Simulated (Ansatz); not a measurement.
# NH+ (SMILES [NH+]) at 5 levels

Aim: a comparison of 5 runs (U-wB97X/6-311G**, UB3LYP/6-311G**, RPA@PBE/3-21G, UMP2/3-21G, UCCSD/3-21G) of NH+. 

The calculation is run with Ansatz 0.2.0.

8 further runs of the same task are left out: 2 that didn't finish, 6 set aside as unsound or not needed.

### 1 The molecule

NH+ has 2 atoms, charge +1, and is taken as a doublet. SMILES: `[NH+]`. The H2–N1 distance was set to 2.732 Å, away from the relaxed value.

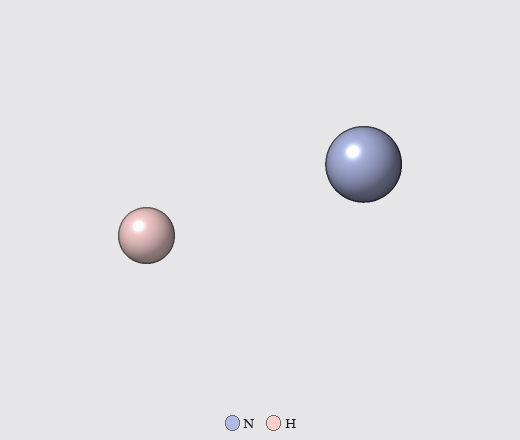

Viewed from a chosen angle; nitrogen light blue, hydrogen pink.

### 2 The energy at U-wB97X/6-311G(d,p) (run 1)

run.yaml reads:

```yaml
crystal:
  periodic: [false, false, false]
  atoms:
    - {symbol: N, position_ang: [0.000000, 0.000000, -1.638950]}
    - {symbol: H, position_ang: [0.000000, 0.000000, 1.092650]}
basis:
  gaussian: {orbitals: 6-311G_st__st_.json}
total_charge: 1
magnetization: {spin_polarized: true, initial_magnetization: 1}
hamiltonian: {xc: {name: wB97X}}
accuracy: high
```

The basis set 6-311G** is read from a file made from the Basis Set Exchange's data (not shown).

Launch:

```
$ ansatz run run.yaml --threads 1 --pin off --max-ram 2610MiB --events-out events.jsonl --progress --plain --runs-dir runs
```

What it wrote:

```text
Warning: RAYON_NUM_THREADS=1 ignored (pool sized by the plan → 1); use --threads N
Functional definition: wB97X
  name "wB97X"
  parameter omega = 0.3/bohr
  parameter cx = 0.157706
  parameter cx1 = 0.726479
  parameter cx2 = 1.04760
  parameter cx3 = -5.70635
  parameter cx4 = 13.2794
  parameter css1 = -4.33879
  parameter css2 = 18.2308
  parameter css3 = -31.7430
  parameter css4 = 17.2901
  parameter cos1 = 2.37031
  parameter cos2 = -11.3995
  parameter cos3 = 6.58405
  parameter cos4 = -3.78132
  exchange = spin_sum(e_x_unif_sr(omega)*poly(b97_u_x, 1 - cx, cx1, cx2, cx3, cx4)) + cx*exact_x_sr(omega)
      + exact_x_lr(omega)
  correlation = spin_sum(e_c_pw_same_spin*poly(b97_u_same, 1, css1, css2, css3, css4))
      + integral(e_c_pw_opposite_spin*poly(b97_u_opposite, 1, cos1, cos2, cos3, cos4))
331 factors; integrals over basis functions are off by at most 5.5e-9 eV
120 factors; integrals over basis functions are off by at most 2.2e-9 eV
mean field evaluation 1: about -1480.5757 eV, gradient 2.3e1 eV
mean field evaluation 2: about -1472.5102 eV, gradient 3.7e1 eV
mean field evaluation 4: about -1484.2298 eV, gradient 1.9e0 eV
mean field evaluation 8: about -1484.0374 eV, gradient 4.3e0 eV
mean field evaluation 16: about -1485.0905 eV, gradient 3.2e-3 eV
mean field evaluation 32: about -1485.5891 eV, gradient 1.0e-5 eV
mean field evaluation 64: about -1485.1975 eV, gradient 8.8e-1 eV
mean field -1485.58905432 eV, -54.5943907779 hartree, gradient 2.1e-8 eV, S^2 1.756081; 5 other end points of the search recorded, 0 dependent functions left out
reference -1485.58905532 eV, -54.5943908147 hartree; 4, 3 occupied and 20, 21 virtual orbitals, 331 factors
Total energy: -1485.58905532 eV, -54.5943908147 hartree
```

It took 12 s on 1 thread of Arm Neoverse V1, shared host; peak memory 0.17 GiB.

### 3 The energy at UB3LYP/6-311G(d,p) (run 2)

Edit run.yaml of step 2 so:

```diff
@@ -9,3 +9,3 @@
 magnetization: {spin_polarized: true, initial_magnetization: 1}
-hamiltonian: {xc: {name: wB97X}}
+hamiltonian: {xc: {name: B3LYP}}
 accuracy: high
```

The basis set 6-311G** is read from a file made from the Basis Set Exchange's data (not shown).

Launch:

```
$ ansatz run run.yaml --threads 1 --pin off --max-ram 2610MiB --events-out events.jsonl --progress --plain --runs-dir runs
```

What it wrote:

```text
Warning: RAYON_NUM_THREADS=1 ignored (pool sized by the plan → 1); use --threads N
Functional definition: B3LYP
  name "B3LYP"
  parameter a0 = 0.2
  parameter ax = 0.72
  parameter ac = 0.81
  exchange = (1 - a0 - ax)*slater_x + ax*b88_x + a0*exact_x
  correlation = (1 - ac)*vwn_rpa_c + ac*lyp_c
331 factors; integrals over basis functions are off by at most 5.5e-9 eV
mean field evaluation 1: about -1479.7539 eV, gradient 2.8e1 eV
mean field evaluation 2: about -1454.7753 eV, gradient 4.4e1 eV
mean field evaluation 4: about -1477.4620 eV, gradient 3.0e1 eV
mean field evaluation 8: about -1485.8570 eV, gradient 7.8e-1 eV
mean field evaluation 16: about -1485.8704 eV, gradient 7.7e-4 eV
mean field evaluation 32: about -1486.4950 eV, gradient 4.9e-6 eV
mean field evaluation 64: about -1485.8704 eV, gradient 2.0e-5 eV
mean field -1486.49501284 eV, -54.6276841394 hartree, gradient 8.0e-9 eV, S^2 1.753667; 5 other end points of the search recorded, 0 dependent functions left out
reference -1486.49504456 eV, -54.6276853051 hartree; 4, 3 occupied and 20, 21 virtual orbitals, 331 factors
Total energy: -1486.49504456 eV, -54.6276853051 hartree
```

Wall time 2.3 s (1 thread of Arm Neoverse V1, shared host).

Runs 3 to 4 aren't shown in full; the table further down has their settings and results.

### 4 A single-point energy at UCCSD/3-21G (run 5)

input.yaml reads:

```yaml
crystal:
  periodic: [false, false, false]
  atoms:
    - symbol: "N"
      position_ang: [0.000000, 0.000000, -1.638950]
    - symbol: H
      position_ang: [0.000000, 0.000000, 1.092650]
basis:
  gaussian:
    orbitals: 3-21G.json
total_charge: 1
magnetization:
  spin_polarized: true
  initial_magnetization: 1
correlation:
  method: ccsd
  frozen_orbitals: {H: 0, "N": 1}
accuracy: high
scf:
  omitted_lower_state_checks: [cluster_reference, increment]
```

The basis set 3-21G is read from a file made from the Basis Set Exchange's data (not shown).

Launch:

```
$ ansatz run input.yaml --threads 1 --pin off --max-ram 2610MiB --events-out events.jsonl --progress --plain --runs-dir runs
```

What it wrote:

```text
Warning: RAYON_NUM_THREADS=1 ignored (pool sized by the plan → 1); use --threads N
[... 19 lines left out ...]
1 core orbitals not correlated: weight in the atoms' cores, before any rotation towards them, 1.000 or more for the frozen orbitals, at most 0.000 for the correlated occupied ones
[... 44 lines left out ...]
Total energy: -1473.28884680 eV, -54.1423664890 hartree
Checks for a lower state left out: cluster_reference, increment
```

Run time: 0.34 s. Hardware: 1 thread of Arm Neoverse V1, shared host.

### 5 Overview of the runs

```csv
run,level,frozen core orbitals,energy (Eh),⟨S²⟩,wall time
1,U-wB97X/6-311G**,–,-54.594391,1.756,12 s
2,UB3LYP/6-311G**,–,-54.627685,1.754,2.3 s
3,RPA@PBE/3-21G,1,-54.239972,1.750,4.2 s
4,UMP2/3-21G,1,-54.120220,1.752,0.2 s
5,UCCSD/3-21G,1,-54.142366,1.752,0.34 s
```

### 6 Summary of results

| quantity | value |
| --- | --- |
| run 5: total energy | -54.14237 Eh |
| run 5: correlation energy (1 core orbital frozen) | -49.5 mEh |
| run 5: ⟨S²⟩ of the reference determinant | 1.752 |
| run 5: T1 diagnostic | 0.125 |

What this shows: Totals of different functionals can't be ranked against each other. Spin contamination of the reference: run 1 ⟨S²⟩ = 1.76, run 2 ⟨S²⟩ = 1.75, run 4 ⟨S²⟩ = 1.75, run 5 ⟨S²⟩ = 1.75, run 3 ⟨S²⟩ = 1.75. Where it is this large, the reference is a mixture of spin states, and values that rest on it are in doubt. All runs together took 19 s, the longest 12 s.
